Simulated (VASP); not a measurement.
Band structure of Ni₃Si (L1_2). Calculation: RPBE GGA, VASP's PBE PAW potentials (set 64) (plane waves; VASP 6.6.1).

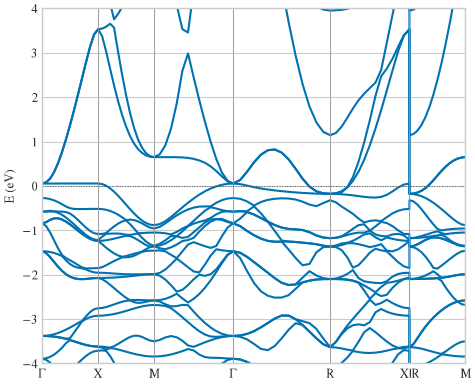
Fig. 1. Bands along high-symmetry lines, zero at the valence-band maximum or, without a gap, the Fermi level

Q: Read the plot: is there a gap, and where are the band edges?

A: It has no gap at this level: it comes out as a metal or semimetal. (Edges off the drawn lines would not show.)

The compound is Ni3Si in the L1_2 structure. It was relaxed first. The run is not spin-polarised, so no magnetic state was tried.
